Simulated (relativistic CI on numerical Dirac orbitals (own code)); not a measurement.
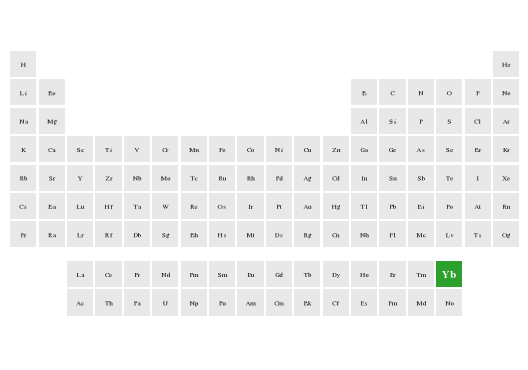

Fig. 1: The place of ytterbium in the periodic table.

# Run report: Yb, relativistic CI calculation

Yb. Level asked for: Dirac-Coulomb-Breit CI, KLI orbitals optimised for each configuration, model QED (radiative potential, 1s self-energy scaled to tabulated hydrogen-like ionisation energies), numerical settings as typed (relativistic CI on numerical Dirac orbitals, in-house).

### What the run reported

```tsv
quantity	value
outcome	not converged
hardware	1 CPU thread, shared host
```

### Diagnosis

The run did not meet its convergence test, so its last values are not results. Limits: SCF of 1s2 2s2 2p6 3s2 3p6 3d10 4s2 4p6 4d10 4f14 5s2 5p6 6s2 did not converge.

### The input
```
atom Yb  Z=70  charge=0  electrons=70
nucleus A=174  rms_radius_fm=6.9040
hamiltonian dirac-coulomb  breit=on  qed=on  c_scale=1
orbitals kli  potential=per-configuration
slater_scale 1
correlation none
mixing on
grid step=0.0125 r_max=259.4
scf mixing=0.2 start=green max_iterations=20 tolerance=2e-08 node_fill=0.05
configurations
  [Xe] 4f14 6s2
  [Xe] 4f13 5d 6s2
  [Xe] 4f14 6s 6p
  [Xe] 4f13 6s2 6p
  [Xe] 4f14 6p2
end
```

Launched within a batch (the task file carries these settings):
```bash
python <driver script> task.json out
```

The program writes its results to a structured record and prints no log; tables and figures of this report are taken from that record.
